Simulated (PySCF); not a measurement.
# C2Si at r2SCAN/STO-6G

Aim: the energy change on altering one bond length of C2Si at r2SCAN/STO-6G, from 2 runs. The job is set up through a Python script.

Program for the calculation: PySCF 2.14.0.

29 further runs of the same task are left out: 10 that didn't finish, 19 set aside as unsound or not needed.

## (1) Starting point

C2Si: 3 atoms, total charge 0, spin state singlet. Geometry: relaxed at GFN2-xTB.

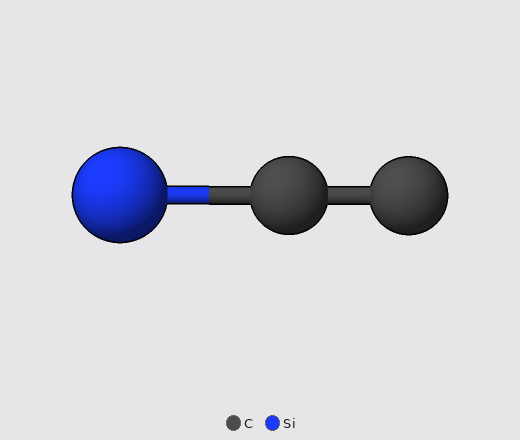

Viewed from a chosen angle; carbon dark grey, silicon blue.

## (2) The energy at r2SCAN/STO-6G

The input, run.py:

```python
from pyscf import gto, dft

system = gto.M(
    atom=[
    ('C', (-1.111830, 0.737510, -0.522770)),
    ('C', (-0.135170, 0.089220, -0.063600)),
    ('Si', (1.247000, -0.826740, 0.586370)),
],
    max_memory=1860,
    spin=0,
    basis='sto-6g',
    verbose=4,
)

calc0 = dft.RKS(system, xc='r2scan')
calc0.grids.level = 5
calc0.conv_tol = 1e-10
calc0.kernel()
if not calc0.converged:
    calc0 = calc0.newton().run(calc0.mo_coeff, calc0.mo_occ)

e_final = calc0.e_tot
print('E = %.10f Eh' % e_final)
```

Command:

```
$ OMP_NUM_THREADS=1 python run.py
```

Output:

```text
PySCF version 2.14.0

[INPUT] num. atoms = 3
[INPUT] num. electrons = 26
[INPUT] charge = 0
[INPUT] spin (= nelec alpha-beta = 2S) = 0
[INPUT] symmetry False subgroup None
[INPUT] Mole.unit = angstrom
[INPUT] Symbol           X                Y                Z      unit          X                Y                Z       unit  Magmom
[INPUT]  1 C     -1.111830000000   0.737510000000  -0.522770000000 AA   -2.101054197075   1.393691914128  -0.987892126139 Bohr   0.0
[INPUT]  2 C     -0.135170000000   0.089220000000  -0.063600000000 AA   -0.255434280257   0.168601364834  -0.120186581522 Bohr   0.0
[INPUT]  3 Si     1.247000000000  -0.826740000000   0.586370000000 AA    2.356488477333  -1.562312176223   1.108078707661 Bohr   0.0

nuclear repulsion = 54.7130620891418
number of shells = 11
number of NR pGTOs = 114
number of NR cGTOs = 19
basis = sto-6g
ecp = {}

******** <class 'pyscf.dft.rks.RKS'> ********
method = RKS
initial guess = minao
damping factor = 0
level_shift factor = 0
DIIS = <class 'pyscf.scf.diis.CDIIS'>
diis_start_cycle = 1
diis_space = 8
diis_damp = 0
SCF conv_tol = 1e-10
SCF conv_tol_grad = None
SCF max_cycles = 50
direct_scf = True
direct_scf_tol = 1e-13
XC library pyscf.dft.libxc version 7.0.0
    S. Lehtola, C. Steigemann, M. J.T. Oliveira, and M. A.L. Marques.,  SoftwareX 7, 1–5 (2018)
XC functionals = r2scan
    J. W. Furness, A. D. Kaplan, J. Ning, J. P. Perdew, and J. Sun.,  J. Phys. Chem. Lett. 11, 8208-8215 (2020)
    J. W. Furness, A. D. Kaplan, J. Ning, J. P. Perdew, and J. Sun.,  J. Phys. Chem. Lett. 11, 9248-9248 (2020)
    J. W. Furness, A. D. Kaplan, J. Ning, J. P. Perdew, and J. Sun.,  J. Phys. Chem. Lett. 11, 8208-8215 (2020)
    J. W. Furness, A. D. Kaplan, J. Ning, J. P. Perdew, and J. Sun.,  J. Phys. Chem. Lett. 11, 9248-9248 (2020)
radial grids:
    Treutler-Ahlrichs [JCP 102, 346 (1995); DOI:10.1063/1.469408] (M4) radial grids

becke partition: Becke, JCP 88, 2547 (1988); DOI:10.1063/1.454033
pruning grids: <function nwchem_prune>
grids dens level: 5
symmetrized grids: False
atomic radii adjust function: <function treutler_atomic_radii_adjust>
small_rho_cutoff = 0
Set gradient conv threshold to 1e-05
Initial guess from minao.
tot grids = 129512
init E= -364.245060000704
  HOMO = -0.235422457490323  LUMO = -0.0676677415495412  gap/eV = 4.56484
cycle= 1 E= -364.017196811434  delta_E= 0.228  |g|= 0.447  |ddm|= 2.82

WARN: HOMO 0.0540434364751181 == LUMO 0.0540435354854614

cycle= 2 E= -360.921319179625  delta_E=  3.1  |g|= 1.79  |ddm|= 4.39
  HOMO = -0.0943678315028338  LUMO = -0.00992478192045865  gap/eV = 2.29781
cycle= 3 E= -364.142560336072  delta_E= -3.22  |g|= 0.263  |ddm|=  4.1
  HOMO = -0.0683551991684931  LUMO = -0.0173959294528912  gap/eV = 1.38667
cycle= 4 E= -364.148128528819  delta_E= -0.00557  |g|= 0.212  |ddm|= 0.531
  HOMO = -0.0862053388565426  LUMO = -0.0208226350724965  gap/eV = 1.77915
cycle= 5 E= -364.163234482311  delta_E= -0.0151  |g|= 0.0159  |ddm|= 0.265
  HOMO = -0.0859844437006795  LUMO = -0.0212775344910587  gap/eV = 1.76076
cycle= 6 E= -364.163343301273  delta_E= -0.000109  |g|= 0.00424  |ddm|= 0.0167
  HOMO = -0.0856275486684999  LUMO = -0.0213668853751616  gap/eV = 1.74862
cycle= 7 E= -364.163352109157  delta_E= -8.81e-06  |g|= 0.000305  |ddm|= 0.00598
  HOMO = -0.0856175698592768  LUMO = -0.0213638680101846  gap/eV = 1.74843
cycle= 8 E= -364.163352153838  delta_E= -4.47e-08  |g|= 1.53e-05  |ddm|= 0.000511
  HOMO = -0.085617271391778  LUMO = -0.0213634700739405  gap/eV = 1.74843
cycle= 9 E= -364.163352154029  delta_E= -1.91e-10  |g|= 5.37e-06  |ddm|= 9.91e-05
  HOMO = -0.08561721249373  LUMO = -0.0213634078805049  gap/eV = 1.74844
cycle= 10 E= -364.163352154057  delta_E= -2.77e-11  |g|= 6.43e-07  |ddm|= 2.67e-05
  HOMO = -0.0856169397740306  LUMO = -0.0213634888371357  gap/eV = 1.74843
Extra cycle  E= -364.163352154054  delta_E= 3.18e-12  |g|= 2.61e-06  |ddm|= 4.78e-06
converged SCF energy = -364.163352154054
E = -364.1633521541 Eh
```

It took 3.3 s on 1 thread of Arm Neoverse V2, shared host; peak memory 0.2 GiB.

## (3) The distorted shape, same level

The input, input.xyz:

```xyz
3

C     -1.388296     0.920723    -0.652779
C     -0.411636     0.272433    -0.193609
Si     1.247000    -0.826740     0.586370
```

The input, input.py:

```python
from pyscf import gto, dft

system = gto.M(
    atom='input.xyz',
    verbose=3,
    basis='sto-6g',
    max_memory=1860,
)

calc0 = dft.RKS(system)
calc0.xc = 'r2scan'
calc0.grids.level = 5
calc0.conv_tol = 1e-10
calc0.kernel()
if not calc0.converged:
    calc0 = calc0.newton().run(calc0.mo_coeff, calc0.mo_occ)

e_tot = calc0.e_tot
print('Final energy', e_tot)
```

Command:

```
$ OMP_NUM_THREADS=1 python input.py
```

Output:

```text
converged SCF energy = -364.086132331066
Final energy -364.08613233106564
```

Run time: 5.1 s. Hardware: 1 thread of Arm Neoverse V2, shared host; peak memory 0.2 GiB.

## (4) Results

Level: r2SCAN/STO-6G.

| quantity | value |
| --- | --- |
| first shape: total energy | -364.16335 Eh |
| first shape: dipole moment | 4.82 D |
| first shape: HOMO energy | -2.33 eV |
| first shape: LUMO energy | -0.58 eV |
| first shape: HOMO–LUMO gap | 1.75 eV |
| distorted shape: total energy | -364.08613 Eh |
| distorted shape: dipole moment | 6.43 D |
| distorted shape: HOMO energy | -1.80 eV |
| distorted shape: LUMO energy | -1.15 eV |
| distorted shape: HOMO–LUMO gap | 0.65 eV |
| energy change with the C2–Si3 bond stretched from 1.781 to 2.137 Å | 2.101 eV |

In words: With the C2–Si3 bond stretched from 1.781 to 2.137 Å the energy rises by 2.10 eV (48 kcal/mol). The first shape isn't relaxed at this level, so the change isn't measured from a minimum. The minimal basis adds a large error of its own. Mulliken charges (distorted shape) run from -0.35 on C2 to +0.52 on Si3; they depend strongly on the basis.
